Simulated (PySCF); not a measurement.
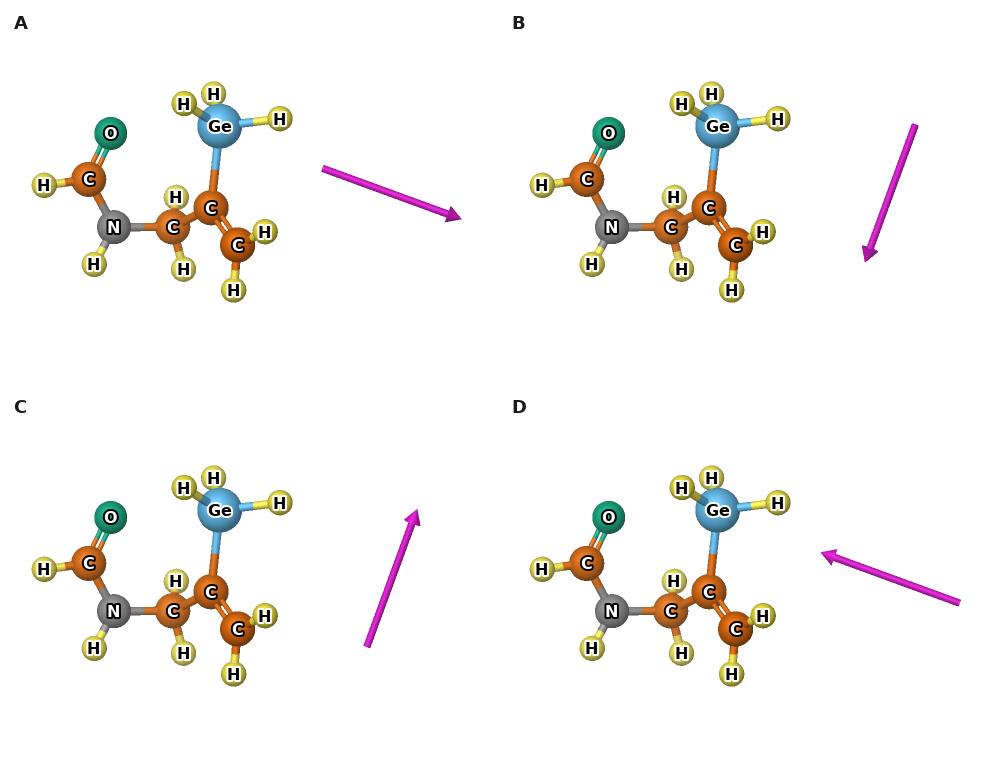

The same molecule four times, each with an arrow. The geometry was computed by an optimisation with GFN2-xTB. No frequency run is at hand to confirm it as a minimum. Properties computed with CAM-B3LYP/def2-SVPD, gas phase (PySCF 2.14.0).

Question: Which arrow points along the dipole moment, from the negative to the positive end?

Answer: B. The dipole moment is 4.54 D.

The geometry is semi-empirical. Around Ge such bond lengths and angles can be off by a tenth of an ångström or more and by several degrees, and values that hang on the shape move with them.
